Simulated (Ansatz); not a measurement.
# AlCl2F (SMILES [F][Al]([Cl])[Cl]): MP2/STO-3G

Aim: the energy change on altering one bond length of AlCl2F at MP2/STO-3G, from 2 runs. 

The calculation is run with Ansatz 0.2.0.

61 further runs of the same task are left out: 5 that didn't finish, 56 set aside as unsound or not needed.

## Step 1: The structure to begin with

AlCl2F: 4 atoms, total charge 0, spin state singlet. As SMILES, `[F][Al]([Cl])[Cl]`. The coordinates come from a PBE0-D4/def2-TZVP relaxation.

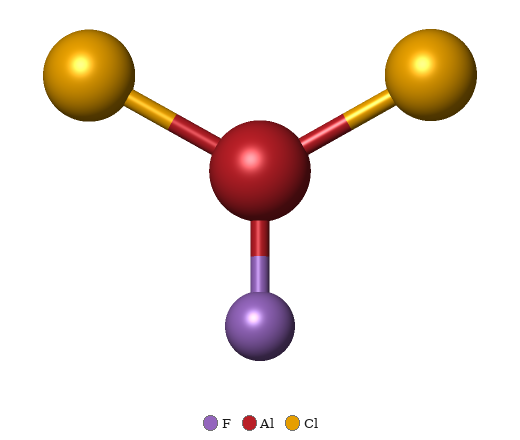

The structure, seen from a chosen angle (fluorine purple, aluminium red, chlorine amber).

## Step 2: The energy at MP2/STO-3G

Input file run.yaml:

```yaml
crystal:
  periodic: [false, false, false]
  atoms:
    - {symbol: F, position_ang: [0.087420, 0.388220, 1.682350]}
    - {symbol: Al, position_ang: [0.004800, 0.021530, 0.093600]}
    - {symbol: Cl, position_ang: [1.223040, -1.463690, -0.663450]}
    - {symbol: Cl, position_ang: [-1.315270, 1.053930, -1.112510]}
basis:
  gaussian: {orbitals: STO-3G}
accuracy: high
correlation: {method: mp2, frozen_orbitals: {Al: 5, Cl: 5, F: 1}}
```

Run with:

```
$ ansatz run run.yaml --threads 1 --pin off --max-ram 3480MiB --events-out events.jsonl --progress --plain --runs-dir runs
```

The log of the run:

```text
Warning: RAYON_NUM_THREADS=1 ignored (pool sized by the plan → 1); use --threads N
Functional definition: HF
  name "HF"
  exchange = exact_x
  correlation = 0
603 factors; integrals over basis functions are off by at most 2.8e-8 eV
mean field evaluation 1: about -33914.4348 eV, gradient 2.6e1 eV
mean field evaluation 2: about -33914.4556 eV, gradient 2.6e1 eV
mean field evaluation 4: about -33917.3960 eV, gradient 8.2e-1 eV
mean field evaluation 8: about -33917.3984 eV, gradient 2.6e-2 eV
mean field -33917.39838949 eV, -1246.4414007754 hartree, gradient 6.1e-8 eV, S^2 0.000000; 0 other end points of the search recorded, 0 dependent functions left out
16 core orbitals not correlated: weight in the atoms' cores, before any rotation towards them, 0.999 or more for the frozen orbitals, at most 0.000 for the correlated occupied ones
reference -33917.39838949 eV, -1246.4414007754 hartree; 12, 12 occupied and 4, 4 virtual orbitals, 603 factors
second order -1.29914723 eV of doubles, -0.00000000 eV of singles
Total energy: -33918.69753672 eV, -1246.4891435554 hartree
```

It took 0.28 s on 1 thread of Arm Neoverse V1, shared host.

## Step 3: The distorted shape

Input file molecule.yaml:

```yaml
crystal:
  periodic: [false, false, false]
  atoms:
    - {symbol: F, position_ang: [0.108077, 0.479901, 2.079574]}
    - {symbol: Al, position_ang: [0.004800, 0.021530, 0.093600]}
    - {symbol: Cl, position_ang: [1.223040, -1.463690, -0.663450]}
    - {symbol: Cl, position_ang: [-1.315270, 1.053930, -1.112510]}
basis:
  gaussian: {orbitals: STO-3G}
correlation: {method: mp2, frozen_orbitals: {Al: 5, Cl: 5, F: 1}}
accuracy: high
```

Run with:

```
$ ansatz run molecule.yaml --threads 1 --pin off --max-ram 3480MiB --events-out events.jsonl --progress --plain --runs-dir runs
```

The log of the run:

```text
Warning: RAYON_NUM_THREADS=1 ignored (pool sized by the plan → 1); use --threads N
[... 4 set-up lines as earlier in the session ...]
590 factors; integrals over basis functions are off by at most 2.9e-8 eV
mean field evaluation 1: about -33910.1117 eV, gradient 2.9e1 eV
mean field evaluation 2: about -33910.1268 eV, gradient 2.9e1 eV
mean field evaluation 4: about -33914.9820 eV, gradient 1.8e0 eV
mean field evaluation 8: about -33915.0073 eV, gradient 5.7e-2 eV
mean field -33915.00727162 eV, -1246.3535288145 hartree, gradient 7.3e-9 eV, S^2 0.000000; 0 other end points of the search recorded, 0 dependent functions left out; unrestricted orbitals would lower it
mean field evaluation 16: about -33914.9886 eV, gradient 5.4e0 eV
16 core orbitals not correlated: weight in the atoms' cores, before any rotation towards them, 0.999 or more for the frozen orbitals, at most 0.000 for the correlated occupied ones
reference -33915.00727162 eV, -1246.3535288145 hartree; 12, 12 occupied and 4, 4 virtual orbitals, 590 factors
second order -1.55698859 eV of doubles, -0.00000000 eV of singles
Total energy: -33916.56426021 eV, -1246.4107470897 hartree
```

Wall time 0.32 s (1 thread of Arm Neoverse V1, shared host).

## Step 4: Results

Level: MP2/STO-3G, 16 core orbitals frozen.

| quantity | value |
| --- | --- |
| first shape: total energy | -1246.48914 Eh |
| first shape: correlation energy (16 core orbitals frozen) | -47.7 mEh |
| distorted shape: total energy | -1246.41075 Eh |
| distorted shape: correlation energy (16 core orbitals frozen) | -57.2 mEh |
| energy change with the F1–Al2 bond stretched from 1.633 to 2.041 Å | 2.133 eV |

**Reading.** With the F1–Al2 bond stretched from 1.633 to 2.041 Å the energy rises by 2.13 eV (206 kJ/mol). The first shape isn't relaxed at this level, so the change isn't measured from a minimum. The minimal basis adds a large error of its own. The restricted solution (distorted shape) is unstable to spin breaking: an unrestricted one lies lower.
